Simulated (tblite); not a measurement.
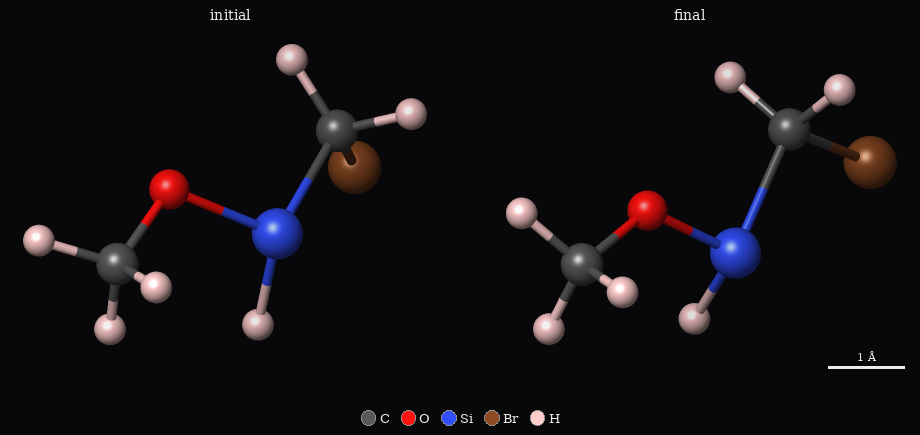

The structure of C₂H₆BrOSi (multiplicity 2) before (left) and after (right) a relaxation, at one scale.

Style: ball-and-stick. Shown from a free direction.

All numbers below come from tblite, GFN2-xTB geometry optimisation, gas phase. 

Summarise the run.

Answer. The energy falls by 11.3 kcal/mol in 82 geometry steps. The largest move after the best rigid fit is that of the Br atom, 0.80 Å. By element the largest moves are Br 0.80 Å, H 0.60 Å, O 0.37 Å, Si 0.37 Å, C 0.12 Å. Near-neighbour distances that change, for instance: O–Si 1.724 → 1.629 Å, C–H 1.132 → 1.087 Å, C–Si 1.858 → 1.903 Å, Br–C 1.907 → 1.948 Å. Among the angles between lasting bonds that change: C–O–Si 112.9° → 129.0°, Si–C–H 104.9° → 114.4°, O–Si–C 110.1° → 100.9°. Groups turn about C–Si by about 45°. Cost: 0.46 s on 1 thread of Arm Neoverse V1, with other jobs on the host.
